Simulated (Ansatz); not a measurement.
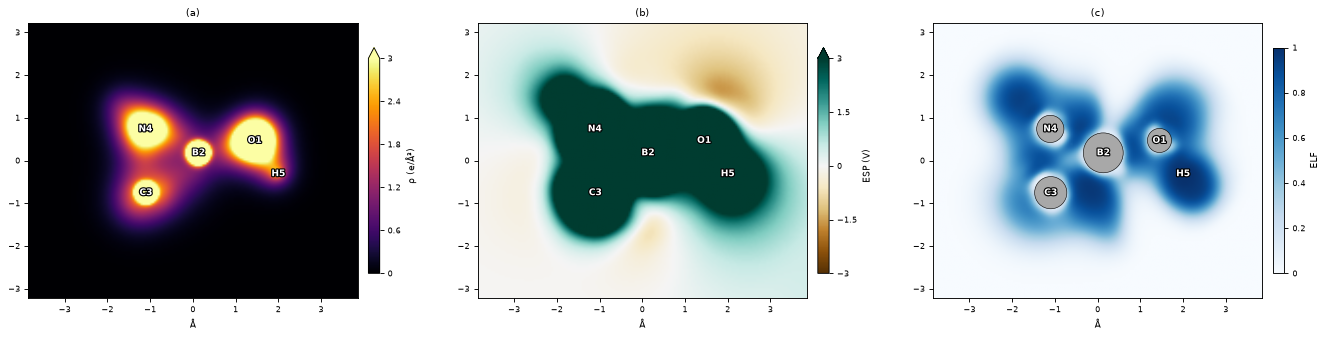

Figure 1: CH₄BNO (SMILES OB1CN1). (a) electron density; (b) molecular electrostatic potential; (c) ELF on the plane of atoms B2, C3 and N4. Grey discs cover the atomic cores in the ELF map.

Geometry: PBE0-D4/def2-TZVP.

All numbers below come from RKS PBE0-D4/def2-TZVPP (Ansatz 0.2.0).

```xyz
8

O    -1.2716    0.9067   -1.1449
B    -0.3851    0.1792   -0.4355
C     0.7759   -0.0312    0.5592
N    -0.0428   -1.0934   -0.0955
H    -1.0854    1.8472   -1.1191
H     1.8310   -0.0239    0.2901
H     0.6056    0.1400    1.6239
H    -0.3352   -1.9820    0.2659
```

> Describe what can be read from this map.

The section cuts through O, B, C, N and H sites. B–O (1.35 Å): ρ is about 2.2 e/Å³ halfway; the ELF peaks at about 0.90 between the atoms: a short, strongly polar bond. B–N (1.36 Å): ρ is about 2 e/Å³ halfway; the ELF peaks at about 0.85 between the atoms: a short, strongly polar bond. C–N (1.49 Å): the density is about 1.7 e/Å³ at the midpoint; the ELF peaks at about 0.85 between the atoms, as expected for localised, covalent bonding. C–B (1.54 Å): the density is about 1.3 e/Å³ at the midpoint; the ELF peaks at about 0.85 between the atoms (localised, covalent bonding). O–H (0.96 Å): ρ is about 3.8 e/Å³ halfway; the ELF climbs to about 1 towards the hydrogen, as it does in any bond to H; a covalent bond by its length. The ELF also peaks beside O1, away from the bonds: lone-pair regions. Outside the dense part of the molecule the potential is most negative (−1.6 V) near O1.
